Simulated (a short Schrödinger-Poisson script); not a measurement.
Structure: MOS inversion layer, SiO2 on p-type GaAs, at 300 K.

```csv
layer,material,thickness (nm),Na (cm⁻³)
1,SiO2,1.2,-
2,GaAs,310,2.5e18
```

The device is made up for the run: typed textbook-type constants, with dimensions and the other settings drawn at random. SiO2: permittivity 3.9, conduction-band edge (eV) 3.17, gap (eV) 9, electron mass (mₑ) 0.5. GaAs: permittivity 12.9, conduction-band edge (eV) 0, gap (eV) 1.424, Nv at 300 K (cm⁻³) 9e18.

Channel valleys (confinement mass, in-plane density-of-states mass, number): Γ 0.067, 0.067, 1. At the gate the conduction-band edge of layer 1 lies 3.82 eV − eVg above the Fermi level of the channel; the field vanishes at the back. Gaps are held at their typed values at every temperature. Mesh 0.03 nm at interfaces.

From a short Schrödinger-Poisson script (our own, NumPy): 1D Poisson equation in equilibrium, electrons quantum, Hartree (BenDaniel-Duke, 12 states a valley, the channel's in-plane mass for all, wave functions ending at the dielectric), parabolic valleys, classical holes, full ionisation, no traps, pinning or gate leakage.

Only gate voltages with over 1e8 electrons/cm² are shown.

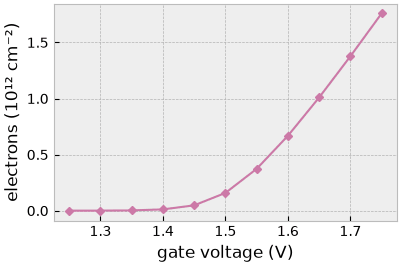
Figure: Sheet density against gate voltage

| Vg (V) | electrons (cm⁻²) | C (μF/cm²) | Γ E0 (meV) | Γ E1 (meV) |
|---|---|---|---|---|
| 1.25 | 1.11e8 | 0.339 | 226.9 | 512.7 |
| 1.35 | 2.45e9 | 0.340 | 147.1 | 439.6 |
| 1.45 | 4.76e10 | 0.492 | 69.5 | 368.5 |
| 1.55 | 3.73e11 | 1.00 | 10.2 | 315.2 |
| 1.65 | 1.01e12 | 1.25 | -28.7 | 282.1 |
| 1.75 | 1.76e12 | 1.33 | -60.5 | 255.9 |

Subbands count from the Fermi level.
